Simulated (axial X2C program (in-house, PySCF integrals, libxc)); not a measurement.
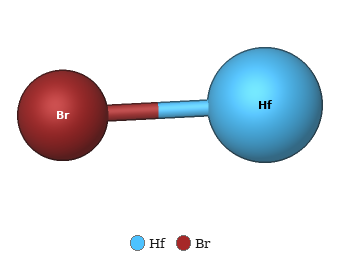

**Figure 1.** The molecule at the reference distance of 2.362 Å.

# Run report: HfBr⁺, relativistic diatomic calculation

System: HfBr⁺, single determinant with Ω = 3.
Method: PBE0, two-component X2C with atomic mean-field Coulomb and Gaunt terms, Hf dyall-cv3z, Br dyall-cv3z (cores contracted) (axial X2C program (in-house, PySCF integrals, libxc)).

### Summary

```tsv
quantity	value
outcome	converged
bond length rₑ	2.354 Å
ωₑ	305.1 cm⁻¹
energy at the minimum	−17681.37053 hartree
depth below the fragments	3.79 eV
hardware	1 thread of Arm Neoverse N1, 98 GiB of memory available, shared host
wall time	17 s
peak memory	0.81 GiB
```

### Notes

Limits: 5 of the 10 points asked for were kept.

### Input
```
{"zs": [72, 35], "q": 1, "bas": ["dyall-cv3z", "dyall-cv3z"], "levels": ["PBE0", "HF", "BHandHLYP"], "cc": true, "r0": 2.66, "thr": -1.0, "nmax": 90, "npts": 10, "nst": 2, "ntry": 6}
```

The line is the task of a batch: nuclear charges, charge, bases, the levels to run, a first guess of the distance and further settings. This report covers PBE0 with spin-orbit coupling. The log is that of the reference distance 2.362 Å.

The run was one of a batch that the task file lists, launched with:
```bash
python <driver script> task.json out
```

### The program's output
```
two-component X2C + atomic mean field  PBE0
basis functions 287  fitting functions 1490  grid points 5802
iter        total energy     max residual
   1     -17681.368689894     1.00e-01
   2     -17681.370513660     2.54e-04
   3     -17681.370513578     9.52e-05
   4     -17681.370513857     8.92e-05
   5     -17681.370514056     2.35e-05
   6     -17681.370514085     3.67e-06
   7     -17681.370514085     4.57e-07
converged
one-electron -25404.76587143  Coulomb 7577.69722859  exact exchange -99.65831611  xc functional -305.51507668  nuclear repulsion 564.57517846  atomic mean-field constant -13.70365691
```

### The points of the curve

```csv
R (Å),E (hartree),"dipole (D; origin at the first atom, positive when the second is positive)",highest filled (eV),lowest empty (eV)
2.220,−17681.363131,−0.60,−10.70,−8.40
2.291,−17681.369052,−0.82,−10.82,−8.51
2.362,−17681.370514,−1.04,−10.94,−8.62
2.445,−17681.368008,−1.30,−11.08,−8.76
2.527,−17681.362250,−1.56,−11.22,−8.88
```

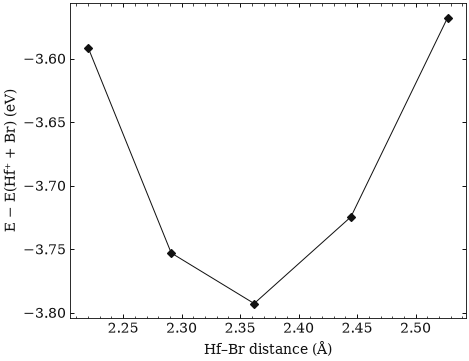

**Figure 2.** Energy at 5 bond lengths, for one set of occupations held fixed; the line joins the points. A polynomial of degree 3 through 5 points gives rₑ = 2.354 Å, ωₑ = 305.1 cm⁻¹ and Bₑ = 0.05546 cm⁻¹. The minimum lies 3.79 eV below Hf⁺ + Br, each computed as one determinant at the same level.

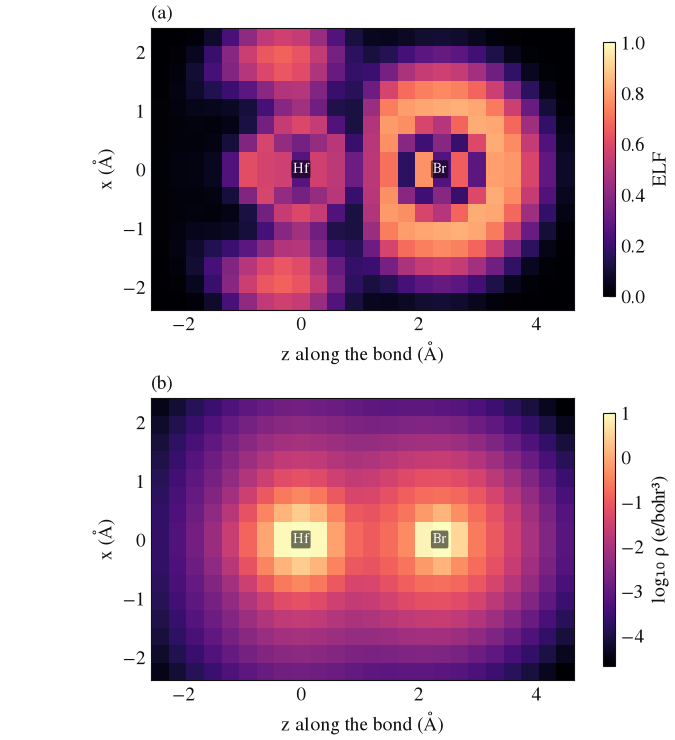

**Figure 3.** (a) electron localisation function; (b) electron density on a logarithmic scale, in a plane that holds the axis, at 2.36 Å, on points 0.3 Å apart (one half computed, the other mirrored); the structure near the nuclei is finer than these points.

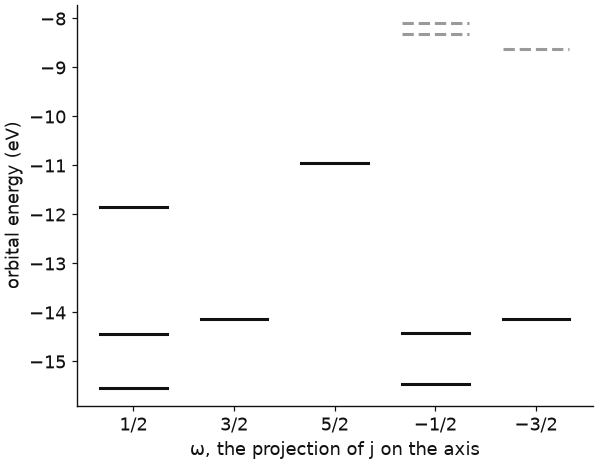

**Figure 4.** Orbital energies near the frontier at 2.36 Å, filled (solid) and empty (dashed). The highest filled spinor (5/2; 100 % Hf d) lies at −10.94 eV, the lowest empty one (−3/2; 99 % Hf d) at −8.62 eV.
